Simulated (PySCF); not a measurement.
**C5H13BCl2N2: density, localisation and related maps**

The calculation's input:

```
{"job": {"kind": "nmr", "xc": "PBE0", "basis": "pcSseg-1"}, "charge": 0, "multiplicity": 1}
C      0.824626    -1.862785    -1.163095
N      0.577684    -0.735804    -0.260303
B      1.843995     0.283854    -0.206828
C      1.643033     1.180562     1.152012
Cl     1.267071     0.152197     2.584147
Cl     3.105185     2.116908     1.530561
C     -0.678544    -0.092154    -0.593250
C     -1.978745    -0.776252    -0.279434
C     -1.576404     0.461558     0.473730
N     -2.269042     1.674365     0.154811
H      0.980843    -1.478126    -2.168947
H      1.723003    -2.389064    -0.852227
H     -0.020510    -2.552596    -1.170164
H      0.514063    -1.083912     0.700013
H      2.819474    -0.384613    -0.128278
H      1.806715     0.982012    -1.163758
H      0.832078     1.910240     1.118656
H     -0.622128     0.467581    -1.517271
H     -2.777490    -0.688397    -0.997644
H     -1.955018    -1.716588     0.250489
H     -1.256282     0.311391     1.506351
H     -1.689024     2.485381     0.340126
H     -3.119336     1.761227     0.700381
```

Run with:

```sh
OMP_NUM_THREADS=1 python probes_run.py task.json out
```

Geometry: GFN2-xTB.

The calculation used PBE0/pcSseg-1, SCF density, gas phase, non-relativistic in PySCF.

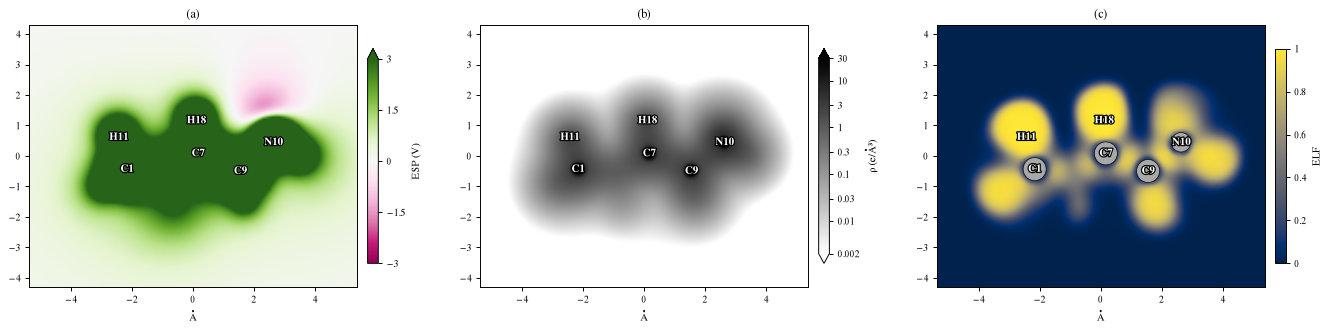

Figure 1. (a) molecular electrostatic potential; (b) total electron density; (c) ELF on the plane of atoms C9, C7 and H18. Grey discs cover the atomic cores in the ELF map.

### Read the bonding off the picture.

- Atoms in the plane: C, N and H.
- C–N (1.43 Å): the density is about 2 e/Å³ at the midpoint; the ELF peaks at about 0.95 between the atoms, as expected for localised, covalent bonding.
- C–C (1.50 Å): the density is about 1.6 e/Å³ at the midpoint; the ELF peaks at about 0.90 between the atoms, as expected for a shared electron pair.
- C–H (1.09 Å): the density is about 2.1 e/Å³ at the midpoint; the ELF climbs to about 1 towards the hydrogen, as it does in any bond to H: a covalent bond by its length.
- The ELF also peaks beside N10, away from the bonds: lone-pair regions.
- Outside the dense part of the molecule the potential is most negative (−1.5 V) near N10.

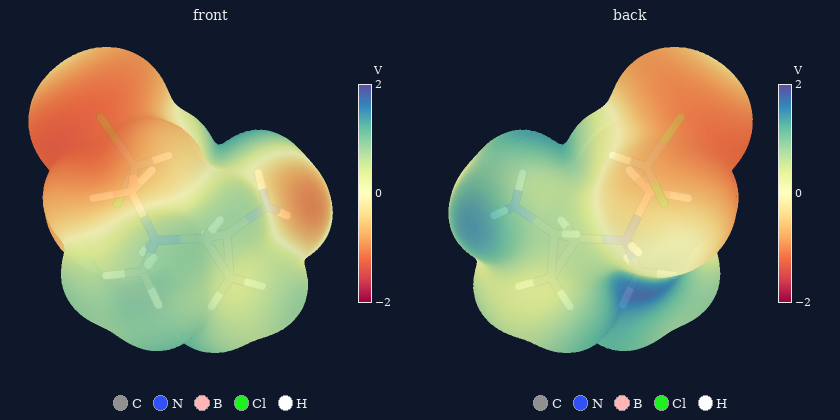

Figure 2. The electrostatic potential painted on the density surface at 0.001 e/bohr³, seen from the front and from behind; the colour scale runs from red (negative) to blue (positive).

### Describe the electrostatic potential map.

The most negative region (about −1.3 V) lies over Cl6 and H15, the most positive (about +1.7 V) over H14.

### What dipole moment does the calculation give?

Its dipole moment is 6.03 D.
